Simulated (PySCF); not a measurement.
C₃H₃ClF₂O, SMILES `CC(F)(F)C(=O)Cl`.

Computed with PySCF, PBE0/aug-cc-pVDZ, geometry: GFN2-xTB. No frequency check shows the geometry to be a minimum. GFN2-xTB bond lengths at metals and heavier atoms can be off by up to 0.1 Å and shapes distorted, which carries into these values.

Geometry (Å), atoms numbered from 1:

```
C1       1.2335    0.6629    1.3023
C2       0.8416    0.1040   -0.0552
F3       0.7873    1.0926   -0.9842
F4       1.7826   -0.7644   -0.5043
C5      -0.5055   -0.6324    0.0213
O6      -0.6498   -1.7987    0.1451
Cl7     -1.8438    0.4848   -0.0136
H8       0.4844    1.3771    1.6319
H9       2.1961    1.1612    1.2076
H10      1.3156   -0.1513    2.0170
```

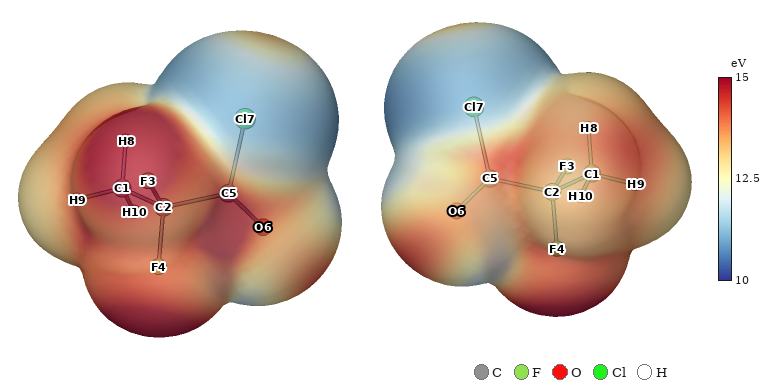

Average local ionisation energy on the surface of electron density 0.001 a.u. (back view left, front view right).

Locate the minima of the map.

The lowest value is 10.7 eV, 2.1 Å from Cl7. Further minima include 11.0 eV, near Cl7 (2.13 Å) and H8 (2.33 Å); 11.0 eV, 2.1 Å from Cl7; 11.7 eV, 1.8 Å from O6. For comparison, the highest occupied orbital lies at −9.0 eV.

What volume does the surface enclose, and what is the dipole moment?

About 122 Å³; the dipole moment is 2.6 D.
